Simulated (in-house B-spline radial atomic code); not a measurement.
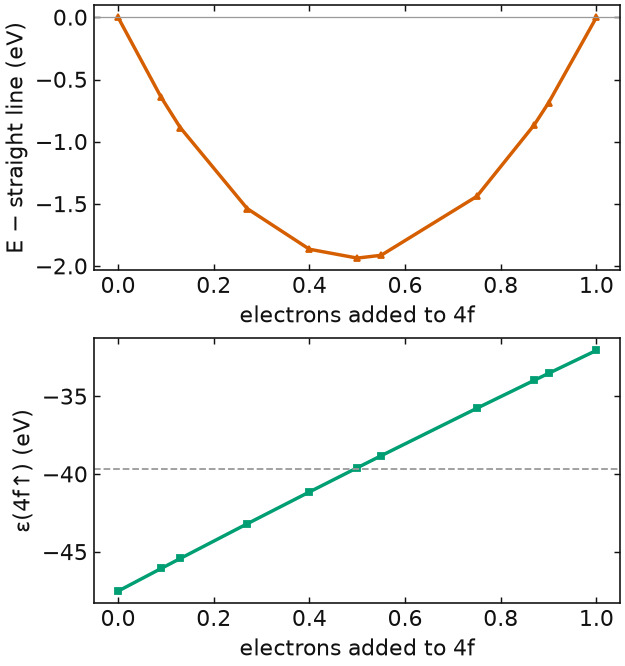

Method: non-relativistic Hartree-Fock (fractional occupations), spin-polarised, spherical fractional occupations, point nucleus, basis-set limit; computed with an in-house B-spline radial code. The occupation of the 4f shell is varied from Eu³⁺ ([Xe] 4f6 (high spin)) to Eu²⁺ ([Xe] 4f7 (high spin)), with spherical fractional occupations. The plot shows the total energy less the straight line between the end points, and the eigenvalue of 4f↑ (the dashed line is minus the energy to take the whole electron out).

**What does the shape say about the method?**

The curve is convex (below the straight line), with the largest deviation among the points computed, −1.94 eV, at 0.5. The end points differ by 39.7 eV, the energy to take the electron out. The eigenvalue, which is the slope of the energy (Janak's theorem), moves from −47.5 eV at 0 to −32.0 eV at 1; for a straight line it would stay constant, and a parabola would sag by an eighth of this change, scaled to a whole electron, 1.93 eV. Hartree-Fock is convex here because the fraction is spread over the degenerate orbitals of the shell. Exact exchange at spherical fractional occupations leaves self-interaction in partly filled shells, which adds to the curvature.
